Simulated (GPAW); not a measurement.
# H2 in line between two Pb chains: converging a transmission, part 2 of 4

Aim: the cheapest settings that leave the conductance of H2 in line between two Pb chains unchanged.

GPAW 26.7.0; GPAW LCAO, PAW setups; Landauer transmission from Green's functions with principal layers (ASE), zero bias.

So far, conductance (G₀): step 2 (base settings) 2.07; step 3 (smearing 0.01 eV) 2.04; step 4 (smearing 0.03 eV) 2.12; step 5 (smearing 0.2 eV) 1.93; step 6 (smearing 0.4 eV) 1.78. Also open channels of the lead at the Fermi level (one spin): step 4 3.

### Step 8. Grid spacing: h = 0.3

The real-space grid carries density and potential; a coarse one breaks translation symmetry along the lead and scatters electrons that should pass.

This step: GPAW LCAO, PAW setups; Landauer transmission from Green's functions with principal layers (ASE), zero bias (GPAW 26.7.0).

Input file run.py:

```python
import json
import numpy as np
from ase import Atoms
from ase.transport.calculators import TransportCalculator
from gpaw import GPAW, FermiDirac
from gpaw.lcao.tools import get_lcao_hamiltonian
from scipy.linalg import eigh

# The junction with lead layers at both ends, along the third cell vector
device = Atoms(
    ['Pb', 'Pb', 'Pb', 'Pb', 'Pb', 'H', 'H', 'Pb', 'Pb', 'Pb', 'Pb', 'Pb'],
    positions=[
        [4.50000, 4.50000, 1.45000],
        [4.50000, 4.50000, 4.35000],
        [4.50000, 4.50000, 7.25000],
        [4.50000, 4.50000, 10.15000],
        [4.50000, 4.50000, 13.05000],
        [4.50000, 4.50000, 14.74830],
        [4.50000, 4.50000, 15.59830],
        [4.50000, 4.50000, 17.29660],
        [4.50000, 4.50000, 20.19660],
        [4.50000, 4.50000, 23.09660],
        [4.50000, 4.50000, 25.99660],
        [4.50000, 4.50000, 28.89660]],
    cell=[[9.0, 0.0, 0.0], [0.0, 9.0, 0.0], [0.0, 0.0, 30.3466]],
    pbc=True)

# One principal layer of the lead: the first 3 atoms of the device
lead = Atoms(
    ['Pb', 'Pb', 'Pb'],
    positions=[
        [4.50000, 4.50000, 1.45000],
        [4.50000, 4.50000, 4.35000],
        [4.50000, 4.50000, 7.25000]],
    cell=[[9.0, 0.0, 0.0], [0.0, 9.0, 0.0], [0.0, 0.0, 8.7]],
    pbc=True)

settings = dict(mode='lcao', basis='dzp', xc='LDA', h=0.3,
                occupations=FermiDirac(0.1), maxiter=250,
                mixer=dict(beta=0.1, nmaxold=8, weight=100.0),
                convergence=dict(density=0.0001))
energies = np.arange(-3, 3 + 1e-9, 0.075)
eta = 0.0001
n1, n2 = 1, 1
# k and -k transmit alike, so half of the mesh across the current serves
mesh = [(i, j) for i in range(n1) for j in range(n2) if (i, j) <= (-i % n1, -j % n2)]
weights = np.array([1 if (i, j) == (-i % n1, -j % n2) else 2 for i, j in mesh]) / (n1 * n2)

# [... helper functions left out ...]
fermi_lead = ground_state(lead, (1, 1, 13), 'lead.txt')
fermi_device = ground_state(device, (1, 1, 3), 'device.txt')
# [... loop over the mesh left out, but for ...]
        # Shift the lead onto the potential of the device's first layer
        shift = ((H[:, 0, 0] - H0[:, 0, 0]) / S0[0, 0]).real.mean()
# [...]
kT = 8.617333e-5 * 300
bias = [0.1, 0.2, 0.5, 1.0, 1.5, 2.0]
# [... integrals and printing left out ...]
```

Run with:

```sh
$ OMP_NUM_THREADS=1 OPENBLAS_NUM_THREADS=2 python run.py
```

What it wrote:

```text
basis functions: device 240, principal layer 69
Fermi level: lead -2.8344 eV, device -2.8274 eV; lead shifted by 0.0027 eV
largest coupling past the next layer 2.83e-08 eV, largest misfit of the first layer 0.058 eV
  E-E_F (eV)   T (one spin)  [channel counts left out]
    -3.000    2.3834e-11
    -2.925    3.8760e-11
    -2.850    6.9769e-11
    -2.775    1.4257e-10
    -2.700    3.4552e-10
    -2.625    1.0847e-09
    -2.550    5.5412e-09
    -2.475    1.5082e-07
    -2.400    3.4854e-01
    -2.325    5.9799e-01
    -2.250    7.3048e-01
    -2.175    8.1037e-01
    -2.100    8.6234e-01
    -2.025    8.9791e-01
    -1.950    9.2313e-01
    -1.875    9.4149e-01
[...]
2.475    1.1674e+00
     2.550    1.1356e+00
     2.625    1.1023e+00
     2.700    1.0678e+00
     2.775    1.0322e+00
     2.850    9.9823e-01
     2.925    9.9853e-01
     3.000    9.9881e-01
conductance at 300 K: 2.0708 G0 a cell; thermopower 0.4488 uV/K
current from the zero-bias T(E) at 0.1 V: 16.024 uA
current from the zero-bias T(E) at 0.2 V: 31.93 uA
current from the zero-bias T(E) at 0.5 V: 77.911 uA
current from the zero-bias T(E) at 1.0 V: 145.32 uA
current from the zero-bias T(E) at 1.5 V: 199.52 uA
current from the zero-bias T(E) at 2.0 V: 247.78 uA
```

Run time: 13 s. Hardware: 2 threads of Intel Xeon 6975P-C (Granite Rapids), shared host; peak memory 0.41 GiB.

Numbers from this step:

| Property | Result |
| --- | --- |
| conductance | 2.071 G₀ |
| largest misfit of the first principal layer | 0.05770 eV |
| shift that aligns the lead | 0.002743 eV |
| transmission at the Fermi level (one spin) | 2.081 |

One spin. The transmission, zone mean by energy, zero at the Fermi level:

```tsv
energy (eV)	transmission, zone mean
-3.0000	2.4e-11
-2.7750	1.4e-10
-2.4750	1.5e-7
-2.2500	0.730
-2.0250	0.898
-1.7250	0.965
-1.5000	0.984
-1.2750	0.993
-0.9750	0.998
-0.7500	0.999
-0.5250	1.46
-0.2250	1.95
0.0000	2.08
0.2250	1.92
0.5250	1.64
0.7500	1.52
0.9750	1.47
1.2750	1.45
1.5000	1.43
1.7250	1.39
2.0250	1.32
2.2500	1.25
2.4750	1.17
2.7750	1.03
3.0000	0.999
```

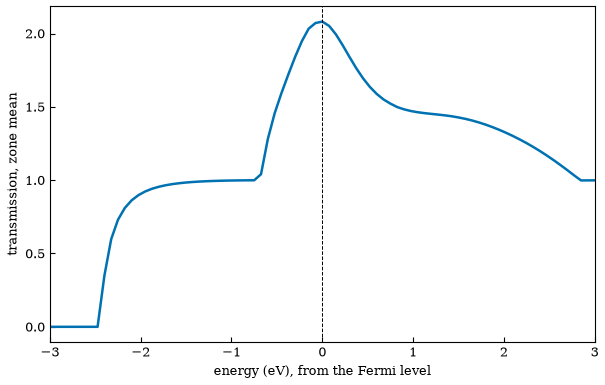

Transmission, zone mean against energy.

Not self-consistent under bias; the bias window is split evenly. Table of current through one cell, from the zero-bias transmission by bias:

```tsv
bias (V)	current through one cell, from the zero-bias transmission (μA)
0.100	16.0
0.200	31.9
0.500	77.9
1.000	145
1.500	200
2.000	248
```

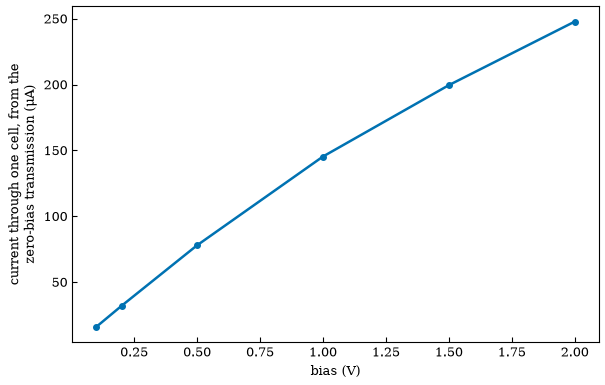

Current through one cell, from the zero-bias transmission against bias.

The conductance equals that of the base run to 0.2 %.

### Step 9. Varying the grid spacing

run.py: that of step 8 with these lines changed.

```diff
@@ -37,3 +37,3 @@
 
-settings = dict(mode='lcao', basis='dzp', xc='LDA', h=0.3,
+settings = dict(mode='lcao', basis='dzp', xc='LDA', h=0.26,
                 occupations=FermiDirac(0.1), maxiter=250,
```

What it wrote:

```text
basis functions: device 240, principal layer 69
Fermi level: lead -2.8329 eV, device -2.8259 eV; lead shifted by 0.0032 eV
largest coupling past the next layer 2.83e-08 eV, largest misfit of the first layer 0.058 eV
  E-E_F (eV)   T (one spin)  [channel counts left out]
    -3.000    2.3868e-11
    -2.925    3.8820e-11
    -2.850    6.9912e-11
    -2.775    1.4299e-10
    -2.700    3.4708e-10
    -2.625    1.0923e-09
    -2.550    5.6105e-09
    -2.475    1.5770e-07
    -2.400    3.4951e-01
    -2.325    5.9699e-01
    -2.250    7.2892e-01
    -2.175    8.0867e-01
    -2.100    8.6069e-01
    -2.025    8.9637e-01
    -1.950    9.2172e-01
    -1.875    9.4021e-01
[...]
2.475    1.1687e+00
     2.550    1.1368e+00
     2.625    1.1033e+00
     2.700    1.0686e+00
     2.775    1.0332e+00
     2.850    9.9840e-01
     2.925    9.9868e-01
     3.000    9.9894e-01
conductance at 300 K: 2.0732 G0 a cell; thermopower 0.517 uV/K
current from the zero-bias T(E) at 0.1 V: 16.042 uA
current from the zero-bias T(E) at 0.2 V: 31.964 uA
current from the zero-bias T(E) at 0.5 V: 77.961 uA
current from the zero-bias T(E) at 1.0 V: 145.39 uA
current from the zero-bias T(E) at 1.5 V: 199.6 uA
current from the zero-bias T(E) at 2.0 V: 247.89 uA
```

Elapsed: 19 s, on 2 threads; peak memory 0.6 GiB.

This step gave:

```yaml
conductance: 2.073 G₀
largest_misfit_of_the_first_principal_layer: 0.05784 eV
shift_that_aligns_the_lead: 0.003206 eV
transmission_at_the_fermi_level_one_spin: 2.083
```

One spin. Transmission, zone mean against energy, zero at the Fermi level:

```tsv
energy (eV)	transmission, zone mean
-3.0000	2.4e-11
-2.7750	1.4e-10
-2.4750	1.6e-7
-2.2500	0.729
-2.0250	0.896
-1.7250	0.964
-1.5000	0.983
-1.2750	0.992
-0.9750	0.998
-0.7500	0.999
-0.5250	1.46
-0.2250	1.95
0.0000	2.08
0.2250	1.92
0.5250	1.64
0.7500	1.52
0.9750	1.47
1.2750	1.45
1.5000	1.43
1.7250	1.39
2.0250	1.32
2.2500	1.25
2.4750	1.17
2.7750	1.03
3.0000	0.999
```

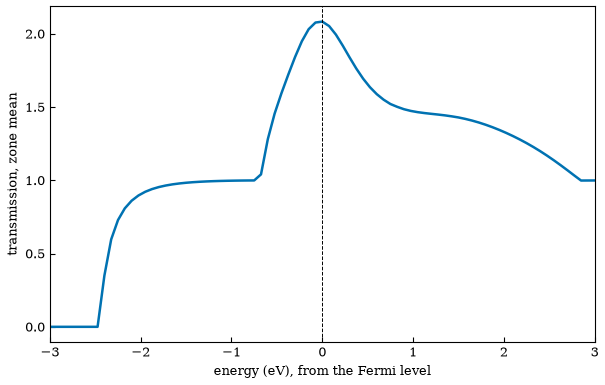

Transmission, zone mean against energy.

Not self-consistent under bias; the bias window is split evenly. Table of current through one cell, from the zero-bias transmission by bias:

```tsv
bias (V)	current through one cell, from the zero-bias transmission (μA)
0.100	16.0
0.200	32.0
0.500	78.0
1.000	145
1.500	200
2.000	248
```

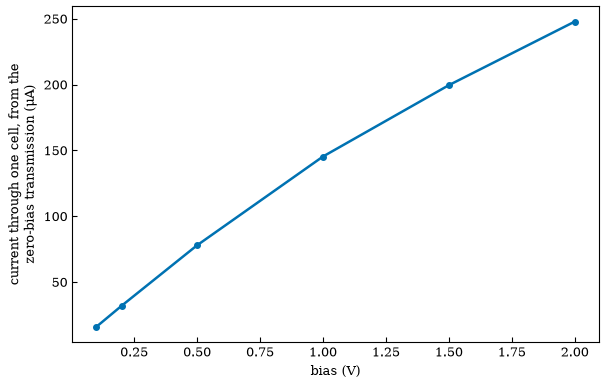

Current through one cell, from the zero-bias transmission against bias.

The conductance, 2.07 G₀, lies 0.3 % above that of the base run.

### Step 10. Grid spacing: h = 0.22

run.py: that of step 9 with these lines changed.

```diff
@@ -37,3 +37,3 @@
 
-settings = dict(mode='lcao', basis='dzp', xc='LDA', h=0.26,
+settings = dict(mode='lcao', basis='dzp', xc='LDA', h=0.22,
                 occupations=FermiDirac(0.1), maxiter=250,
```

What it wrote:

```text
basis functions: device 240, principal layer 69
Fermi level: lead -2.8324 eV, device -2.8254 eV; lead shifted by 0.0029 eV
largest coupling past the next layer 2.83e-08 eV, largest misfit of the first layer 0.057 eV
  E-E_F (eV)   T (one spin)  [channel counts left out]
    -3.000    2.3822e-11
    -2.925    3.8739e-11
    -2.850    6.9753e-11
[...]
2.925    9.9869e-01
     3.000    9.9894e-01
conductance at 300 K: 2.0727 G0 a cell; thermopower 0.5157 uV/K
current from the zero-bias T(E) at 0.1 V: 16.039 uA
current from the zero-bias T(E) at 0.2 V: 31.957 uA
current from the zero-bias T(E) at 0.5 V: 77.938 uA
current from the zero-bias T(E) at 1.0 V: 145.34 uA
current from the zero-bias T(E) at 1.5 V: 199.54 uA
current from the zero-bias T(E) at 2.0 V: 247.83 uA
```

It took 25 s on 2 threads; peak memory 0.8 GiB.

One spin. The transmission, zone mean by energy, zero at the Fermi level:

(Unchanged from step 9.)

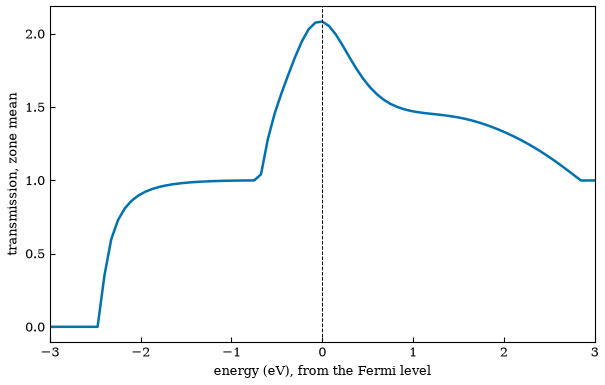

Transmission, zone mean, plotted against energy.

The conductance, 2.07 G₀, lies 0.3 % above that of the base run.

### Step 11. Grid spacing: h = 0.16

run.py: that of step 10 with these lines changed.

```diff
@@ -37,3 +37,3 @@
 
-settings = dict(mode='lcao', basis='dzp', xc='LDA', h=0.22,
+settings = dict(mode='lcao', basis='dzp', xc='LDA', h=0.16,
                 occupations=FermiDirac(0.1), maxiter=250,
```

What it wrote:

```text
basis functions: device 240, principal layer 69
Fermi level: lead -2.8323 eV, device -2.8251 eV; lead shifted by 0.0028 eV
largest coupling past the next layer 2.83e-08 eV, largest misfit of the first layer 0.057 eV
  E-E_F (eV)   T (one spin)  [channel counts left out]
    -3.000    2.3838e-11
    -2.925    3.8773e-11
    -2.850    6.9829e-11
[...]
2.925    9.9872e-01
     3.000    9.9896e-01
conductance at 300 K: 2.0732 G0 a cell; thermopower 0.5309 uV/K
current from the zero-bias T(E) at 0.1 V: 16.042 uA
current from the zero-bias T(E) at 0.2 V: 31.963 uA
current from the zero-bias T(E) at 0.5 V: 77.951 uA
current from the zero-bias T(E) at 1.0 V: 145.35 uA
current from the zero-bias T(E) at 1.5 V: 199.54 uA
current from the zero-bias T(E) at 2.0 V: 247.83 uA
```

Elapsed: 60 s, on 2 threads; peak memory 1.9 GiB.

One spin. The transmission, zone mean by energy, zero at the Fermi level:

```tsv
energy (eV)	transmission, zone mean
-3.000	2.4e-11
-2.475	1.6e-7
-2.025	0.896
-1.500	0.983
-0.975	0.998
-0.525	1.45
0.000	2.08
0.525	1.64
0.975	1.47
1.500	1.43
2.025	1.32
2.475	1.17
3.000	0.999
```

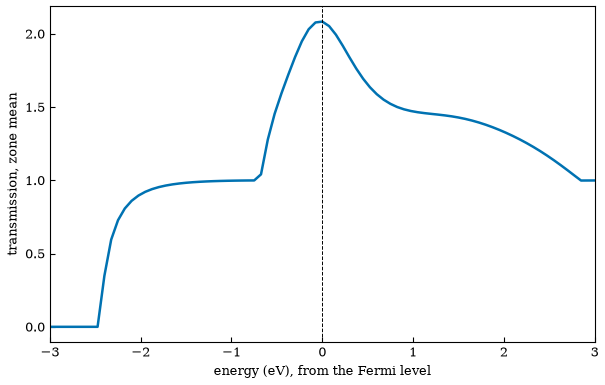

Transmission, zone mean against energy.

The conductance, 2.07 G₀, lies 0.3 % above that of the base run.

### Step 12. Varying the grid spacing

run.py: that of step 11 with these lines changed.

```diff
@@ -37,3 +37,3 @@
 
-settings = dict(mode='lcao', basis='dzp', xc='LDA', h=0.16,
+settings = dict(mode='lcao', basis='dzp', xc='LDA', h=0.14,
                 occupations=FermiDirac(0.1), maxiter=250,
```

What it wrote:

```text
basis functions: device 240, principal layer 69
Fermi level: lead -2.8322 eV, device -2.8251 eV; lead shifted by 0.0028 eV
largest coupling past the next layer 2.83e-08 eV, largest misfit of the first layer 0.057 eV
  E-E_F (eV)   T (one spin)  [channel counts left out]
    -3.000    2.3842e-11
    -2.925    3.8779e-11
    -2.850    6.9837e-11
[...]
2.925    9.9871e-01
     3.000    9.9896e-01
conductance at 300 K: 2.0732 G0 a cell; thermopower 0.5292 uV/K
current from the zero-bias T(E) at 0.1 V: 16.043 uA
current from the zero-bias T(E) at 0.2 V: 31.964 uA
current from the zero-bias T(E) at 0.5 V: 77.955 uA
current from the zero-bias T(E) at 1.0 V: 145.36 uA
current from the zero-bias T(E) at 1.5 V: 199.55 uA
current from the zero-bias T(E) at 2.0 V: 247.84 uA
```

The job ended after 89 s (2 threads; peak memory 2.7 GiB).

The conductance, 2.07 G₀, lies 0.3 % above that of the base run.

### Step 13. Convergence in the grid spacing

The runs and the base run on one axis.

This step: convergence of the conductance (GPAW 26.7.0).

The conductance by grid spacing:

```tsv
grid spacing (Å)	conductance (G₀)
0.1400	2.07
0.1600	2.07
0.2000	2.07
0.2200	2.07
0.2600	2.07
0.3000	2.07
```

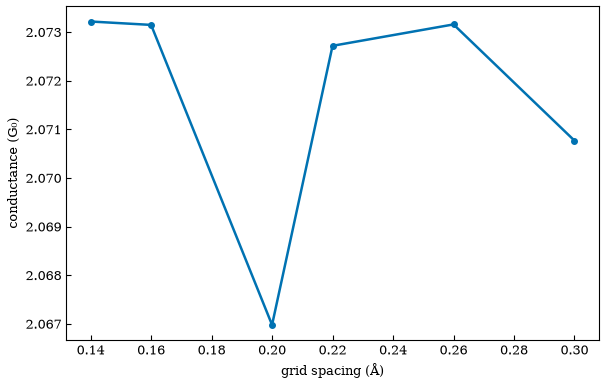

Conductance against grid spacing.

### Step 14. Lead periods between scatterer and principal layer, 8 atoms: buffer = 0

Lead periods next to the scatterer let its potential die away before the semi-infinite lead is joined.

This step: GPAW LCAO, PAW setups; Landauer transmission from Green's functions with principal layers (ASE), zero bias (GPAW 26.7.0).

System of this step: H2 in line between two Pb chains. The cell holds 8 atoms: 6 Pb and 2 H. Its edges and angles: a = 9.000 Å, b = 9.000 Å, c = 18.747 Å, α = 90.0°, β = 90.0°, γ = 90.0°. Regions: left lead, 3 atoms (3 Pb); channel, 2 atoms (2 H); right lead, 3 atoms (3 Pb). Vacuum lies along a and b. The structure is stacked along c, and the current runs across the ab planes.

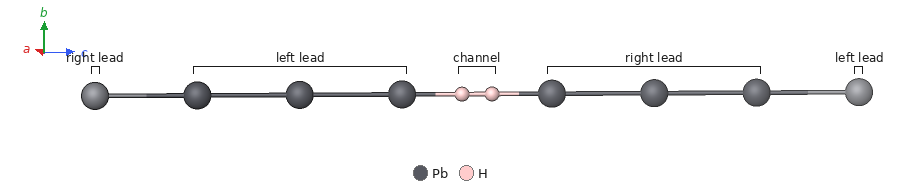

The cell of this step (lead dark grey, hydrogen pink). Some periodic images of atoms are drawn too.

run.py: that of step 12 with these lines changed.

```diff
@@ -10,3 +10,3 @@
 device = Atoms(
-    ['Pb', 'Pb', 'Pb', 'Pb', 'Pb', 'H', 'H', 'Pb', 'Pb', 'Pb', 'Pb', 'Pb'],
+    ['Pb', 'Pb', 'Pb', 'H', 'H', 'Pb', 'Pb', 'Pb'],
     positions=[
@@ -15,12 +15,8 @@
         [4.50000, 4.50000, 7.25000],
-        [4.50000, 4.50000, 10.15000],
-        [4.50000, 4.50000, 13.05000],
-        [4.50000, 4.50000, 14.74830],
-        [4.50000, 4.50000, 15.59830],
-        [4.50000, 4.50000, 17.29660],
-        [4.50000, 4.50000, 20.19660],
-        [4.50000, 4.50000, 23.09660],
-        [4.50000, 4.50000, 25.99660],
-        [4.50000, 4.50000, 28.89660]],
-    cell=[[9.0, 0.0, 0.0], [0.0, 9.0, 0.0], [0.0, 0.0, 30.3466]],
+        [4.50000, 4.50000, 8.94830],
+        [4.50000, 4.50000, 9.79830],
+        [4.50000, 4.50000, 11.49660],
+        [4.50000, 4.50000, 14.39660],
+        [4.50000, 4.50000, 17.29660]],
+    cell=[[9.0, 0.0, 0.0], [0.0, 9.0, 0.0], [0.0, 0.0, 18.7466]],
     pbc=True)
@@ -37,3 +33,3 @@
 
-settings = dict(mode='lcao', basis='dzp', xc='LDA', h=0.14,
+settings = dict(mode='lcao', basis='dzp', xc='LDA', h=0.2,
                 occupations=FermiDirac(0.1), maxiter=250,
@@ -50,3 +46,3 @@
 fermi_lead = ground_state(lead, (1, 1, 13), 'lead.txt')
-fermi_device = ground_state(device, (1, 1, 3), 'device.txt')
+fermi_device = ground_state(device, (1, 1, 4), 'device.txt')
 # [... loop over the mesh left out, but for ...]
```

What it wrote:

```text
basis functions: device 148, principal layer 69
Fermi level: lead -2.8325 eV, device -2.8127 eV; lead shifted by -0.0032 eV
largest coupling past the next layer 2.83e-08 eV, largest misfit of the first layer 1.380 eV
  E-E_F (eV)   T (one spin)  [channel counts left out]
    -3.000    3.5934e-10
    -2.925    4.7356e-10
    -2.850    6.7675e-10
    -2.775    1.0766e-09
    -2.700    1.9869e-09
    -2.625    4.6071e-09
    -2.550    1.6570e-08
    -2.475    3.4885e-07
    -2.400    2.9441e-01
    -2.325    5.1388e-01
    -2.250    6.4895e-01
    -2.175    7.3895e-01
    -2.100    8.0213e-01
    -2.025    8.4813e-01
    -1.950    8.8252e-01
    -1.875    9.0872e-01
[...]
2.475    1.1810e+00
     2.550    1.1479e+00
     2.625    1.1126e+00
     2.700    1.0751e+00
     2.775    1.0357e+00
     2.850    9.9895e-01
     2.925    9.9914e-01
     3.000    9.9932e-01
conductance at 300 K: 2.0266 G0 a cell; thermopower 1.876 uV/K
current from the zero-bias T(E) at 0.1 V: 15.692 uA
current from the zero-bias T(E) at 0.2 V: 31.323 uA
current from the zero-bias T(E) at 0.5 V: 77.184 uA
current from the zero-bias T(E) at 1.0 V: 145.46 uA
current from the zero-bias T(E) at 1.5 V: 199.36 uA
current from the zero-bias T(E) at 2.0 V: 247.91 uA
```

Wall time 20 s (2 threads); peak memory 0.71 GiB.

This step gave:

- conductance: 2.027 G₀
- thermopower: 1.876 μV/K
- largest misfit of the first principal layer: 1.380 eV
- shift that aligns the lead: -0.003193 eV
- basis functions of the junction: 148
- transmission at the Fermi level (one spin): 2.032

One spin. Table of transmission, zone mean by energy, zero at the Fermi level:

```tsv
energy (eV)	transmission, zone mean
-3.000	3.6e-10
-2.475	3.5e-7
-2.025	0.848
-1.500	0.975
-0.975	0.998
-0.525	1.41
-0.150	2.07
0.000	2.03
0.525	1.65
0.975	1.48
1.500	1.40
2.025	1.33
2.475	1.18
3.000	0.999
```

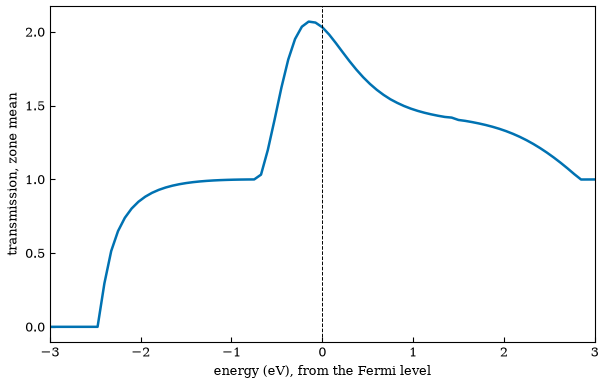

Transmission, zone mean, plotted against energy.

Not self-consistent under bias; the bias window is split evenly. The current through one cell, from the zero-bias transmission by bias:

```tsv
bias (V)	current through one cell, from the zero-bias transmission (μA)
0.100	15.7
0.200	31.3
0.500	77.2
1.000	145
1.500	199
2.000	248
```

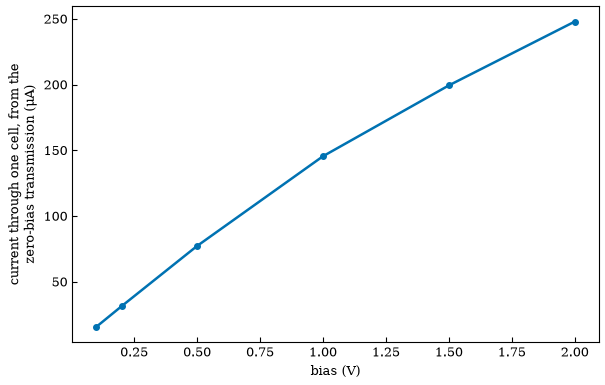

Current through one cell, from the zero-bias transmission, plotted against bias.

The conductance, 2.03 G₀, lies 2.0 % below that of the base run. Couplings past the next layer reach 2.8e-8 eV, small enough to drop; the matrix elements of the cell's first layer differ from the bulk lead's by up to 1.4 eV. That layer keeps its own values in the calculation, and only beyond it is the lead taken as perfect.

[end of part 2 of 4]

[Logs are printed without paths, hosts, clocks, repeated set-up lines and the standing remarks that a program may print on its own settings, such as how far it seeks lower states.]

[Hosts, paths, dates, database ids (printed as entryN), source tags and the programs' standing remarks are cut or masked in the printed files.]
